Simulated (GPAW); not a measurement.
**Collinear magnetic orders of linear V chain, spacing 2.466 A with GPAW**

Aim: find out whether linear V chain, spacing 2.466 A carries moments, and which collinear order costs least.

Main program and level: GPAW 26.7.0; LDA; plane waves with GPAW's PAW setups, scalar-relativistic.

**1. Set-up**

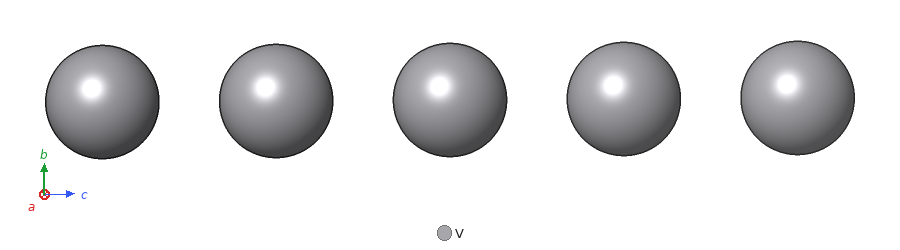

The starting structure, seen from the side, with the c axis across the page (vanadium grey). 1×1×4 cells are drawn. Some periodic images of atoms are drawn too.

The cell holds 1 atom: 1 V. Cell: a = 12.000 Å, b = 12.000 Å, c = 2.466 Å, α = 90.0°, β = 90.0°, γ = 90.0°. model lattice. Vacuum lies along a and b. The structure's axis is c.

**2. Run 1 (ferro +)**

Parallel moments need no larger cell; this start tests for a ferromagnetic state only.

order1.py reads:

```python
import json
import numpy as np
from ase import Atoms
from ase.parallel import paropen, parprint
from gpaw import GPAW

atoms = Atoms(['V'],
    cell=[[12.0, 0.0, 0.0],
         [0.0, 12.0, 0.0],
         [0.0, 0.0, 2.466]],
    scaled_positions=[[0.5, 0.5, 0.0]],
    pbc=True,
    magmoms=[1.5])
atoms.calc = GPAW(mode={'name': 'pw', 'ecut': 550},
    xc='LDA',
    kpts={'size': (1, 1, 14), 'gamma': True},
    occupations={'name': 'fermi-dirac', 'width': 0.1},
    convergence={'density': 0.0001, 'energy': 1e-05},
    maxiter=200,
    eigensolver='davidson',
    txt='order1.txt')
e = atoms.get_potential_energy(force_consistent=True)
res = {'free_energy': e, 'energy_sigma0': atoms.get_potential_energy(), 'fermi_energy': atoms.calc.get_fermi_level()}
res['moments'] = atoms.get_magnetic_moments().tolist()
res['total'] = atoms.get_magnetic_moment()
parprint('site moments (muB):', np.round(res['moments'], 3))
parprint(f"total moment: {res['total']:.3f} muB")
parprint(f'free energy: {e:.6f} eV')
atoms.calc.write('order1.gpw')
with paropen('results.json', 'w') as f:
    json.dump(res, f)
```

Started as:

```sh
$ OMP_NUM_THREADS=1 python3 order1.py > order1.log
```

Numbers of over 12 decimals in the logs are rounded to 6 here.

The program printed:

```text
site moments (muB): [2.899]
total moment: 3.949 muB
free energy: -4.743394 eV

--- order1.txt ---
Input parameters:
  mode=PW(ecut=550),
  convergence={'density': 0.0001, 'energy': 1e-05},
  eigensolver=Davidson(niter=2),
  kpts=MonkhorstPack(size=(1, 1, 14), gamma=True),
  maxiter=200,
  occupations=Occupations(name='fermi-dirac', width=0.1),
  xc=XC(name='LDA')

Diagonalizing LCAO Hamiltonian
Converting LCAO to pw mode
        .----------------------------.
       /|                            |
      / |                            |
     /  .----------------------------.
    /  /                            /
   /  /                            /
  /  /                            /
 *  /              V             /
 | /                            /
 |/                            /
 *----------------------------*

Atoms  # Å, Bohr magnetons
|   | symbol |        x |        y |        z |    initial magnetic moments |
|---|--------|----------|----------|----------|-----------------------------|
| 0 |      V | 6.000000 | 6.000000 | 0.000000 | ( 0.0000,  0.0000,  1.5000) |

Unit cell  # Å
| periodic |         x |         y |        z |   lengths |    angles |
|----------|-----------|-----------|----------|-----------|-----------|
|      yes | 12.000000 |  0.000000 | 0.000000 | 12.000000 | 90.000000 |
|      yes |  0.000000 | 12.000000 | 0.000000 | 12.000000 | 90.000000 |
|      yes |  0.000000 |  0.000000 | 2.466000 |  2.466000 | 90.000000 |

Number of symmetries: 16

BZ-sampling:
  Number of BZ points: 14
  Number of IBZ points: 8

  Monkhorst-Pack size: [1, 1, 14]
  Monkhorst-Pack shift: [0.0, 0.0, 0.035714]

K-points  # in reciprocal-cell coordinates
|   |                                coordinates |     weight |
|---|--------------------------------------------|------------|
| 0 | (  0.00000000,   0.00000000,   0.00000000) | 0.07142857 |
| 1 | (  0.00000000,   0.00000000,   0.07142857) | 0.14285714 |
| 2 | (  0.00000000,   0.00000000,   0.14285714) | 0.14285714 |
| 3 | (  0.00000000,   0.00000000,   0.21428571) | 0.14285714 |
| 4 | (  0.00000000,   0.00000000,   0.28571429) | 0.14285714 |
| 5 | (  0.00000000,   0.00000000,   0.35714286) | 0.14285714 |
| 6 | (  0.00000000,   0.00000000,   0.42857143) | 0.14285714 |
| 7 | (  0.00000000,   0.00000000,   0.50000000) | 0.07142857 |

Plane wave coefficients: 10429
Cutoff: 550.0 eV

Spin-components: 2 (collinear spins)
Bands:           13
Projectors:      6
Spin-degeneracy: 1
Datatype:        complex128

Parallelization:
  kpt:    1
  domain: 1
  band:   1

Density:
  Valence electrons: 13.0
  Components: 2
  Grid points: [70 70 14]
  Charge: 0.0  # |e|

Potential:
  Grid points: [70 70 14]

species:
  V:
    name:    Vanadium
    Z:       23.0
    valence: 13
    core:    10
    charge:  0.0  # [|e|]
    compensation charges:
      type: gauss
      rc: 0.37  # [Å]
      lmax: 2
    cutoffs:
      filter: 2.14  # [Å]
      core: 0.96  # [Å]
    projectors
    | kind |    occ | energy [eV] | rcut [Å] |
    |------|--------|-------------|----------|
    |   3s |  2.000 |     -69.819 |    1.254 |
    |   4s |  2.000 |      -4.846 |    1.254 |
    |   3p |  6.000 |     -43.961 |    1.281 |
    |   4p |  0.000 |      -1.526 |    1.281 |
    |   3d |  3.000 |      -5.381 |    1.169 |
    |    d |        |      21.830 |    1.169 |

    Using partial waves for V as LCAO basis

Reference energy: -25767.601835  # eV

eigensolver:
  Davidson
  Converge bands: occupied
  niter=2

density mixing:
  MSR1-Mixer
  Pratt-step length: 0.05
  Maximum mixing coefficient: 0.75
  Old densities: 10
  SVD Regularization: 0.005
  Good broyden scale: 1.0
  Trust region scale: 1.0
  Backstep threshold: 4.0
  History deletion threshold: 6.0
  Fourier metric: weight=20.0, sigma=0.015

occupation numbers:
  Fermi-Dirac:
    width: 0.1000  # eV

poisson solver:
  ecut: 4400.0  # eV

xc functional:
  name: None

convergence criteria:
- Maximum integral of absolute [dens]ity change: 0.0001 electrons / valence electron
- Maximum [total energy] change in last 3 cyles: 1e-05 eV / valence electron
- Maximum integral of absolute [eigenst]ate change: 4e-08 eV^2 / valence electron
maximum number of iterations: 200

SCF iterations
|iter     |      energy | eigst |  dens |  magmom |
|---------|-------------|-------|-------|---------|
|iter:   1|       0s |   -5.191861 | +0.34 |       |  +1.5048|
|iter:   2|       1s |   -5.002758 | -0.33 | -0.80 |  +1.5279|
|iter:   3|       2s |   -4.508647 | -0.52 | -0.87 |  +1.6582|
|iter:   4|       3s |   -4.525679 | -0.95 | -1.17 |  +1.8385|
|iter:   5|       3s |   -4.563673 | -1.54 | -1.29 |  +2.1070|
|iter:   6|       4s |   -4.598603 | -1.92 | -1.40 |  +2.5528|
|iter:   7|       5s |   -4.619508 | -2.11 | -1.55 |  +2.9338|
|iter:   8|       6s |   -4.669623 | -2.16 | -1.68 |  +3.5775|
|iter:   9|       6s |   -4.689778 | -2.26 | -1.86 |  +4.2711|
|iter:  10|       7s |   -4.682966 | -2.88 | -1.58 |  +3.7067|
|iter:  11|       8s |   -4.686121 | -2.70 | -1.88 |  +4.3100|
|iter:  12|       9s |   -4.682149 | -2.78 | -1.57 |  +3.6765|
|iter:  13|      10s |   -4.694625 | -3.70 | -1.80 |  +3.9386|
|iter:  14|      10s |   -4.695415 | -4.17 | -2.91 |  +3.9747|
|iter:  15|      11s |   -4.694586 | -4.82 | -2.74 |  +3.9318|
|iter:  16|      12s |   -4.695045 | -5.06 | -2.95 |  +3.9507|
|iter:  17|      13s |   -4.694999 | -5.40 | -4.00c|  +3.9484|
|iter:  18|      13s |   -4.695023c| -5.64 | -4.21c|  +3.9494|
|iter:  19|      14s |   -4.695024c| -5.87 | -5.30c|  +3.9494|
|iter:  20|      15s |   -4.695024c| -6.10 | -5.79c|  +3.9494|
|iter:  21|      16s |   -4.695024c| -6.33 | -5.97c|  +3.9494|
|iter:  22|      16s |   -4.695024c| -6.55 | -6.31c|  +3.9494|
|iter:  23|      17s |   -4.695024c| -6.79 | -6.47c|  +3.9494|
|iter:  24|      18s |   -4.695024c| -7.02 | -6.48c|  +3.9494|
|iter:  25|      19s |   -4.695024c| -7.26 | -6.75c|  +3.9494|
|iter:  26|      19s |   -4.695024c| -7.48c| -6.65c|  +3.9494|

Converged in 26 steps
Energy contributions relative to reference atoms: (reference = -25767.601835)

Energy contributions:
  Kinetic:           0.332164
  Coulomb:           2.975510
  Zero:              0.052438
  External:          0.000000
  Xc:               -8.006766
  Entropy:          -0.096740
  Spinorbit:         0.000000
  ----------------------------
  Free energy:      -4.743394
  Extrapolated:     -4.695024

dipole moment: (0.000000, 0.000000, -5.820010)  # |e|*Ang

Total magnetic moment: (0.000000, 0.000000, 3.949365)

Local magnetic moments
|        x |        y |        z |
|----------|----------|----------|
| 0.000000 | 0.000000 | 2.899296 |  # V    0

Fermi level: -3.306
Eigenvalues  # (at kpt = [0.000, 0.000, 0.000])
| band index |      eig [eV] | occ [0-1] |      eig [eV] | occ [0-1] |
|------------|---------------|-----------|---------------|-----------|
|          0 |       -67.699 |     1.000 |       -64.930 |     1.000 |
|          1 |       -41.858 |     1.000 |       -39.047 |     1.000 |
|          2 |       -41.858 |     1.000 |       -39.047 |     1.000 |
|          3 |       -41.555 |     1.000 |       -38.947 |     1.000 |
|          4 |        -7.123 |     1.000 |        -5.225 |     1.000 |
|          5 |        -5.024 |     1.000 |        -3.047 |     0.070 |
|          6 |        -4.120 |     1.000 |        -1.701 |     0.000 |
|          7 |        -4.120 |     1.000 |        -1.699 |     0.000 |
|          8 |        -2.487 |     0.000 |        -1.443 |     0.000 |
|          9 |        -2.487 |     0.000 |        -1.443 |     0.000 |
|         10 |        -2.111 |     0.000 |         0.334 |     0.000 |
|         11 |        -2.111 |     0.000 |         0.550 |     0.000 |
|         12 |         0.171 |     0.000 |         0.550 |     0.000 |

No gap
No difference between direct/indirect transitions
```

Run time: 22 s. Hardware: 1 MPI rank of AMD EPYC 9R45, shared host; peak memory 0.33 GiB.

Spin moment in the augmentation sphere by atom:

| atom | spin moment in the augmentation sphere (μB) |
| --- | --- |
| V1 | 2.90 |

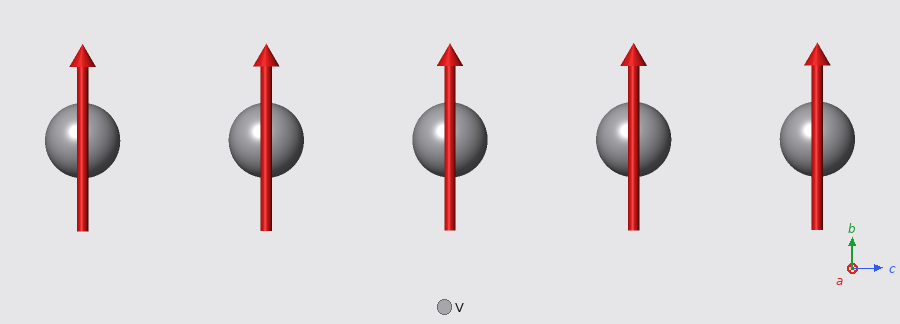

Spin moment in the augmentation sphere as arrows, the longest 2.90 μB. Up and down stand for the sign. Arrows give size and sign along the axis of quantisation, drawn up and down the page. 1×1×4 cells are drawn. Some periodic images of atoms are drawn too.

Numbers from this step:

```yaml
magnetization: 3.949 μB
final_state: ferromagnetic
```

After 26 cycles the largest moment stands at 2.90 μB.

[end of part 1 of 2]

[Logs and program files are shortened in this print: banners, set-up blocks, solver, clock and traceback lines can be left out without a mark of their own.]

[Logs are printed without paths, hosts, clocks, repeated set-up lines and the standing remarks that a program may print on its own settings, such as how far it seeks lower states.]

[Hosts, paths, dates, database ids (printed as entryN), source tags and the programs' standing remarks are cut or masked in the printed files.]

[Where a cell is said to come from a database of computed structures, the database is the Materials Project.]
